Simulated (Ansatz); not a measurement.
**Molecular dynamics of GeClF₄ (part 1 of 3)**

- system: GeClF₄, multiplicity 2
- method: UKS PBE0-D4/def2-SVP (Ansatz 0.2.0)

The run did not end well. It belongs to a series of runs on one base structure; here: dynamics from the highest image of the converged band.

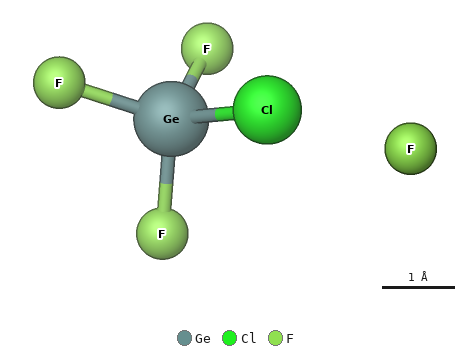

**Figure 1.** The input geometry (ball-and-stick view, seen at a tilt). Sticks mark near contacts.

### What the run reported

| quantity | value |
| --- | --- |
| outcome | stopped at the time limit |
| mean temperature over the second half | 95 K |
| trajectory | 104 steps, 52 fs |
| ensemble | nve |
| temperature in the input | 300.0 K |
| time step | 0.5 fs |
| hardware | 4 threads of Arm Neoverse V2, 24 GiB of memory available, shared host |
| wall time | 22 min (CPU time 87 min) |
| peak memory | 0.58 GiB |

### Diagnosis

The run was cut off by its time limit, so the output is incomplete.

### The input
```yaml
crystal:
  periodic: [false, false, false]
  atoms:
    - { symbol: Ge, position_ang: [-0.036008, 0.0, -0.043085] }
    - { symbol: Cl, position_ang: [-0.238515, 0.0, 2.043645] }
    - { symbol: F, position_ang: [1.605136, 0.0, -0.504864] }
    - { symbol: F, position_ang: [-0.765805, 1.37583, -0.736356] }
    - { symbol: F, position_ang: [-0.765805, -1.37583, -0.736356] }
    - { symbol: F, position_ang: [0.202596, 0.0, 5.038815] }
magnetization:
  spin_polarized: true
  initial_magnetization: 1
basis:
  gaussian: { orbitals: def2-SVP }
hamiltonian:
  xc: pbe0
  dispersion: d4
md:
  timestep: 0.5
  n_steps: 184
  ensemble: nve
  temperature: 300.0
  initial_velocities: maxwell_boltzmann
  seed: 7298
```

Launch command:
```bash
ansatz run input.yaml --threads 4 --pin off --max-ram 5120MiB --backend cpu --events-out ev --progress --plain --runs-dir out
```

### The program's output
```
Engine: ansatz 0.2.0, aarch64-unknown-linux-gnu
Functional definition: PBE0
  parameter a = 0.25
  parameter kappa = 0.804
  parameter beta = 0.06672455060314922
  exchange = (1 - a)*pbe_x(kappa = kappa, mu = beta*pi^2/3) + a*exact_x
  correlation = pbe_c(beta = beta)
1056 factors; integrals over basis functions are off by at most 3.3e-4 eV
mean field evaluation 1: about -79851.2514 eV, gradient 5.3e1 eV
mean field evaluation 2: about -79481.8286 eV, gradient 1.4e2 eV
mean field evaluation 4: about -79855.3057 eV, gradient 3.9e1 eV
mean field evaluation 8: about -79867.5176 eV, gradient 9.9e0 eV
mean field evaluation 16: about -79867.9162 eV, gradient 5.1e-2 eV
mean field evaluation 32: about -79867.9162 eV, gradient 4.6e-2 eV
mean field evaluation 64: about -79867.9179 eV, gradient 2.2e-3 eV
mean field evaluation 96: about -79867.9173 eV, gradient 1.7e-2 eV
mean field -79867.91799163 eV, -2935.0918497731 hartree, gradient 4.2e-10 eV, S^2 0.751108; 4 other end points of the search recorded, 0 dependent functions left out
the calculation of the forces begins
reference -79867.91801118 eV, -2935.0918504918 hartree; 43, 42 occupied and 63, 64 virtual orbitals, 1056 factors
md step     0: t =     0.00 fs  T =   300.0 K  F+E_penalty+E_count = -79868.02810754 eV  E_kin = 0.155112 eV  conserved = -79867.87299554 eV  (528 SCF iters)
these checks for a lower state are left out or cut short: starts, cluster_reference, orbital_swaps, neighbouring_geometries, increment
1056 factors; integrals over basis functions are off by at most 3.3e-4 eV
mean field evaluation 128: about -79867.9179 eV, gradient 4.7e-2 eV
mean field -79867.91791280 eV, -2935.0918468764 hartree, gradient 1.3e-10 eV, S^2 0.751107; 0 other end points of the search recorded, 0 dependent functions left out
the calculation of the forces begins
reference -79867.91793236 eV, -2935.0918475952 hartree; 43, 42 occupied and 63, 64 virtual orbitals, 1056 factors
md step     1: t =     0.50 fs  T =   299.9 K  F+E_penalty+E_count = -79868.02803098 eV  E_kin = 0.155036 eV  conserved = -79867.87299545 eV  (279 SCF iters)
[... from here on the SCF iterations and repeated set-up lines of each step are left out, up to the last step ...]
md step     2: t =     1.00 fs  T =   299.4 K  F+E_penalty+E_count = -79868.02777964 eV  E_kin = 0.154784 eV  conserved = -79867.87299529 eV  (279 SCF iters)
md step     3: t =     1.50 fs  T =   298.5 K  F+E_penalty+E_count = -79868.02735585 eV  E_kin = 0.154361 eV  conserved = -79867.87299506 eV  (279 SCF iters)
md step     4: t =     2.00 fs  T =   297.4 K  F+E_penalty+E_count = -79868.02676310 eV  E_kin = 0.153768 eV  conserved = -79867.87299477 eV  (279 SCF iters)
md step     5: t =     2.50 fs  T =   295.9 K  F+E_penalty+E_count = -79868.02600594 eV  E_kin = 0.153012 eV  conserved = -79867.87299441 eV  (277 SCF iters)
md step     6: t =     3.00 fs  T =   294.2 K  F+E_penalty+E_count = -79868.02508991 eV  E_kin = 0.152096 eV  conserved = -79867.87299399 eV  (276 SCF iters)
md step     7: t =     3.50 fs  T =   292.1 K  F+E_penalty+E_count = -79868.02402146 eV  E_kin = 0.151028 eV  conserved = -79867.87299353 eV  (281 SCF iters)
md step     8: t =     4.00 fs  T =   289.8 K  F+E_penalty+E_count = -79868.02280786 eV  E_kin = 0.149815 eV  conserved = -79867.87299302 eV  (276 SCF iters)
md step     9: t =     4.50 fs  T =   287.1 K  F+E_penalty+E_count = -79868.02145701 eV  E_kin = 0.148465 eV  conserved = -79867.87299249 eV  (227 SCF iters)
md step    10: t =     5.00 fs  T =   284.3 K  F+E_penalty+E_count = -79868.01997738 eV  E_kin = 0.146985 eV  conserved = -79867.87299192 eV  (183 SCF iters)
md step    11: t =     5.50 fs  T =   281.2 K  F+E_penalty+E_count = -79868.01837784 eV  E_kin = 0.145386 eV  conserved = -79867.87299134 eV  (178 SCF iters)
md step    12: t =     6.00 fs  T =   277.9 K  F+E_penalty+E_count = -79868.01666753 eV  E_kin = 0.143677 eV  conserved = -79867.87299076 eV  (179 SCF iters)
md step    13: t =     6.50 fs  T =   274.4 K  F+E_penalty+E_count = -79868.01485569 eV  E_kin = 0.141866 eV  conserved = -79867.87299018 eV  (96 SCF iters)
md step    14: t =     7.00 fs  T =   270.7 K  F+E_penalty+E_count = -79868.01295156 eV  E_kin = 0.139962 eV  conserved = -79867.87298961 eV  (158 SCF iters)
md step    15: t =     7.50 fs  T =   266.9 K  F+E_penalty+E_count = -79868.01096421 eV  E_kin = 0.137975 eV  conserved = -79867.87298905 eV  (148 SCF iters)
md step    16: t =     8.00 fs  T =   262.9 K  F+E_penalty+E_count = -79868.00890243 eV  E_kin = 0.135914 eV  conserved = -79867.87298853 eV  (153 SCF iters)
md step    17: t =     8.50 fs  T =   258.8 K  F+E_penalty+E_count = -79868.00677459 eV  E_kin = 0.133787 eV  conserved = -79867.87298804 eV  (149 SCF iters)
md step    18: t =     9.00 fs  T =   254.5 K  F+E_penalty+E_count = -79868.00458859 eV  E_kin = 0.131601 eV  conserved = -79867.87298758 eV  (134 SCF iters)
md step    19: t =     9.50 fs  T =   250.2 K  F+E_penalty+E_count = -79868.00235170 eV  E_kin = 0.129365 eV  conserved = -79867.87298717 eV  (193 SCF iters)
md step    20: t =    10.00 fs  T =   245.8 K  F+E_penalty+E_count = -79868.00007058 eV  E_kin = 0.127084 eV  conserved = -79867.87298680 eV  (123 SCF iters)
md step    21: t =    10.50 fs  T =   241.3 K  F+E_penalty+E_count = -79867.99775114 eV  E_kin = 0.124765 eV  conserved = -79867.87298648 eV  (123 SCF iters)
md step    22: t =    11.00 fs  T =   236.8 K  F+E_penalty+E_count = -79867.99539859 eV  E_kin = 0.122412 eV  conserved = -79867.87298621 eV  (192 SCF iters)
md step    23: t =    11.50 fs  T =   232.2 K  F+E_penalty+E_count = -79867.99301741 eV  E_kin = 0.120031 eV  conserved = -79867.87298599 eV  (195 SCF iters)
md step    24: t =    12.00 fs  T =   227.5 K  F+E_penalty+E_count = -79867.99061132 eV  E_kin = 0.117626 eV  conserved = -79867.87298580 eV  (119 SCF iters)
md step    25: t =    12.50 fs  T =   222.8 K  F+E_penalty+E_count = -79867.98818340 eV  E_kin = 0.115198 eV  conserved = -79867.87298566 eV  (116 SCF iters)
md step    26: t =    13.00 fs  T =   218.1 K  F+E_penalty+E_count = -79867.98573607 eV  E_kin = 0.112751 eV  conserved = -79867.87298555 eV  (183 SCF iters)
md step    27: t =    13.50 fs  T =   213.3 K  F+E_penalty+E_count = -79867.98327119 eV  E_kin = 0.110286 eV  conserved = -79867.87298547 eV  (192 SCF iters)
md step    28: t =    14.00 fs  T =   208.5 K  F+E_penalty+E_count = -79867.98079015 eV  E_kin = 0.107805 eV  conserved = -79867.87298541 eV  (181 SCF iters)
md step    29: t =    14.50 fs  T =   203.7 K  F+E_penalty+E_count = -79867.97829395 eV  E_kin = 0.105309 eV  conserved = -79867.87298538 eV  (186 SCF iters)
md step    30: t =    15.00 fs  T =   198.8 K  F+E_penalty+E_count = -79867.97578329 eV  E_kin = 0.102798 eV  conserved = -79867.87298535 eV  (185 SCF iters)
md step    31: t =    15.50 fs  T =   193.9 K  F+E_penalty+E_count = -79867.97325874 eV  E_kin = 0.100273 eV  conserved = -79867.87298533 eV  (165 SCF iters)
md step    32: t =    16.00 fs  T =   189.0 K  F+E_penalty+E_count = -79867.97072078 eV  E_kin = 0.097735 eV  conserved = -79867.87298530 eV  (167 SCF iters)
md step    33: t =    16.50 fs  T =   184.1 K  F+E_penalty+E_count = -79867.96816996 eV  E_kin = 0.095185 eV  conserved = -79867.87298527 eV  (185 SCF iters)
md step    34: t =    17.00 fs  T =   179.1 K  F+E_penalty+E_count = -79867.96560698 eV  E_kin = 0.092622 eV  conserved = -79867.87298521 eV  (168 SCF iters)
md step    35: t =    17.50 fs  T =   174.2 K  F+E_penalty+E_count = -79867.96303283 eV  E_kin = 0.090048 eV  conserved = -79867.87298514 eV  (168 SCF iters)
md step    36: t =    18.00 fs  T =   169.2 K  F+E_penalty+E_count = -79867.96044886 eV  E_kin = 0.087464 eV  conserved = -79867.87298503 eV  (165 SCF iters)
md step    37: t =    18.50 fs  T =   164.1 K  F+E_penalty+E_count = -79867.95785685 eV  E_kin = 0.084872 eV  conserved = -79867.87298489 eV  (182 SCF iters)
md step    38: t =    19.00 fs  T =   159.1 K  F+E_penalty+E_count = -79867.95525910 eV  E_kin = 0.082274 eV  conserved = -79867.87298472 eV  (181 SCF iters)
md step    39: t =    19.50 fs  T =   154.1 K  F+E_penalty+E_count = -79867.95265851 eV  E_kin = 0.079674 eV  conserved = -79867.87298450 eV  (183 SCF iters)
md step    40: t =    20.00 fs  T =   149.1 K  F+E_penalty+E_count = -79867.95005856 eV  E_kin = 0.077074 eV  conserved = -79867.87298425 eV  (180 SCF iters)
md step    41: t =    20.50 fs  T =   144.0 K  F+E_penalty+E_count = -79867.94746338 eV  E_kin = 0.074479 eV  conserved = -79867.87298395 eV  (179 SCF iters)
md step    42: t =    21.00 fs  T =   139.0 K  F+E_penalty+E_count = -79867.94487775 eV  E_kin = 0.071894 eV  conserved = -79867.87298362 eV  (181 SCF iters)
md step    43: t =    21.50 fs  T =   134.1 K  F+E_penalty+E_count = -79867.94230710 eV  E_kin = 0.069324 eV  conserved = -79867.87298324 eV  (180 SCF iters)
md step    44: t =    22.00 fs  T =   129.1 K  F+E_penalty+E_count = -79867.93975745 eV  E_kin = 0.066775 eV  conserved = -79867.87298283 eV  (118 SCF iters)
md step    45: t =    22.50 fs  T =   124.3 K  F+E_penalty+E_count = -79867.93723542 eV  E_kin = 0.064253 eV  conserved = -79867.87298238 eV  (176 SCF iters)
md step    46: t =    23.00 fs  T =   119.5 K  F+E_penalty+E_count = -79867.93474812 eV  E_kin = 0.061766 eV  conserved = -79867.87298191 eV  (119 SCF iters)
md step    47: t =    23.50 fs  T =   114.7 K  F+E_penalty+E_count = -79867.93230318 eV  E_kin = 0.059322 eV  conserved = -79867.87298143 eV  (176 SCF iters)
md step    48: t =    24.00 fs  T =   110.1 K  F+E_penalty+E_count = -79867.92990854 eV  E_kin = 0.056928 eV  conserved = -79867.87298094 eV  (185 SCF iters)
md step    49: t =    24.50 fs  T =   105.6 K  F+E_penalty+E_count = -79867.92757245 eV  E_kin = 0.054592 eV  conserved = -79867.87298041 eV  (161 SCF iters)
md step    50: t =    25.00 fs  T =   101.2 K  F+E_penalty+E_count = -79867.92530339 eV  E_kin = 0.052324 eV  conserved = -79867.87297987 eV  (161 SCF iters)
md step    51: t =    25.50 fs  T =    97.0 K  F+E_penalty+E_count = -79867.92310995 eV  E_kin = 0.050131 eV  conserved = -79867.87297933 eV  (180 SCF iters)
md step    52: t =    26.00 fs  T =    92.9 K  F+E_penalty+E_count = -79867.92100069 eV  E_kin = 0.048022 eV  conserved = -79867.87297881 eV  (175 SCF iters)
md step    53: t =    26.50 fs  T =    89.0 K  F+E_penalty+E_count = -79867.91898409 eV  E_kin = 0.046006 eV  conserved = -79867.87297829 eV  (118 SCF iters)
md step    54: t =    27.00 fs  T =    85.3 K  F+E_penalty+E_count = -79867.91706843 eV  E_kin = 0.044091 eV  conserved = -79867.87297779 eV  (177 SCF iters)
md step    55: t =    27.50 fs  T =    81.8 K  F+E_penalty+E_count = -79867.91526166 eV  E_kin = 0.042284 eV  conserved = -79867.87297732 eV  (179 SCF iters)
md step    56: t =    28.00 fs  T =    78.5 K  F+E_penalty+E_count = -79867.91357134 eV  E_kin = 0.040594 eV  conserved = -79867.87297687 eV  (200 SCF iters)
md step    57: t =    28.50 fs  T =    75.5 K  F+E_penalty+E_count = -79867.91200455 eV  E_kin = 0.039028 eV  conserved = -79867.87297647 eV  (234 SCF iters)
md step    58: t =    29.00 fs  T =    72.7 K  F+E_penalty+E_count = -79867.91056777 eV  E_kin = 0.037592 eV  conserved = -79867.87297610 eV  (229 SCF iters)
md step    59: t =    29.50 fs  T =    70.2 K  F+E_penalty+E_count = -79867.90926680 eV  E_kin = 0.036291 eV  conserved = -79867.87297579 eV  (228 SCF iters)
md step    60: t =    30.00 fs  T =    67.9 K  F+E_penalty+E_count = -79867.90810673 eV  E_kin = 0.035131 eV  conserved = -79867.87297552 eV  (219 SCF iters)
md step    61: t =    30.50 fs  T =    66.0 K  F+E_penalty+E_count = -79867.90709186 eV  E_kin = 0.034117 eV  conserved = -79867.87297531 eV  (216 SCF iters)
md step    62: t =    31.00 fs  T =    64.3 K  F+E_penalty+E_count = -79867.90622565 eV  E_kin = 0.033251 eV  conserved = -79867.87297515 eV  (219 SCF iters)
md step    63: t =    31.50 fs  T =    62.9 K  F+E_penalty+E_count = -79867.90551067 eV  E_kin = 0.032536 eV  conserved = -79867.87297504 eV  (207 SCF iters)
md step    64: t =    32.00 fs  T =    61.8 K  F+E_penalty+E_count = -79867.90494859 eV  E_kin = 0.031974 eV  conserved = -79867.87297499 eV  (210 SCF iters)
md step    65: t =    32.50 fs  T =    61.0 K  F+E_penalty+E_count = -79867.90454018 eV  E_kin = 0.031565 eV  conserved = -79867.87297500 eV  (224 SCF iters)
md step    66: t =    33.00 fs  T =    60.6 K  F+E_penalty+E_count = -79867.90428528 eV  E_kin = 0.031310 eV  conserved = -79867.87297507 eV  (207 SCF iters)
md step    67: t =    33.50 fs  T =    60.4 K  F+E_penalty+E_count = -79867.90418280 eV  E_kin = 0.031208 eV  conserved = -79867.87297519 eV  (203 SCF iters)
md step    68: t =    34.00 fs  T =    60.5 K  F+E_penalty+E_count = -79867.90423081 eV  E_kin = 0.031255 eV  conserved = -79867.87297537 eV  (167 SCF iters)
md step    69: t =    34.50 fs  T =    60.8 K  F+E_penalty+E_count = -79867.90442649 eV  E_kin = 0.031451 eV  conserved = -79867.87297559 eV  (113 SCF iters)
md step    70: t =    35.00 fs  T =    61.5 K  F+E_penalty+E_count = -79867.90476624 eV  E_kin = 0.031790 eV  conserved = -79867.87297587 eV  (174 SCF iters)
md step    71: t =    35.50 fs  T =    62.4 K  F+E_penalty+E_count = -79867.90524567 eV  E_kin = 0.032269 eV  conserved = -79867.87297618 eV  (183 SCF iters)
md step    72: t =    36.00 fs  T =    63.6 K  F+E_penalty+E_count = -79867.90585972 eV  E_kin = 0.032883 eV  conserved = -79867.87297650 eV  (133 SCF iters)
md step    73: t =    36.50 fs  T =    65.0 K  F+E_penalty+E_count = -79867.90660278 eV  E_kin = 0.033626 eV  conserved = -79867.87297689 eV  (139 SCF iters)
md step    74: t =    37.00 fs  T =    66.7 K  F+E_penalty+E_count = -79867.90746862 eV  E_kin = 0.034491 eV  conserved = -79867.87297730 eV  (131 SCF iters)
md step    75: t =    37.50 fs  T =    68.6 K  F+E_penalty+E_count = -79867.90845059 eV  E_kin = 0.035473 eV  conserved = -79867.87297774 eV  (131 SCF iters)
md step    76: t =    38.00 fs  T =    70.7 K  F+E_penalty+E_count = -79867.90954170 eV  E_kin = 0.036564 eV  conserved = -79867.87297819 eV  (136 SCF iters)
md step    77: t =    38.50 fs  T =    73.0 K  F+E_penalty+E_count = -79867.91073468 eV  E_kin = 0.037756 eV  conserved = -79867.87297865 eV  (161 SCF iters)
md step    78: t =    39.00 fs  T =    75.5 K  F+E_penalty+E_count = -79867.91202211 eV  E_kin = 0.039043 eV  conserved = -79867.87297912 eV  (165 SCF iters)
md step    79: t =    39.50 fs  T =    78.2 K  F+E_penalty+E_count = -79867.91339651 eV  E_kin = 0.040417 eV  conserved = -79867.87297958 eV  (191 SCF iters)
md step    80: t =    40.00 fs  T =    81.0 K  F+E_penalty+E_count = -79867.91485042 eV  E_kin = 0.041870 eV  conserved = -79867.87298002 eV  (223 SCF iters)
```
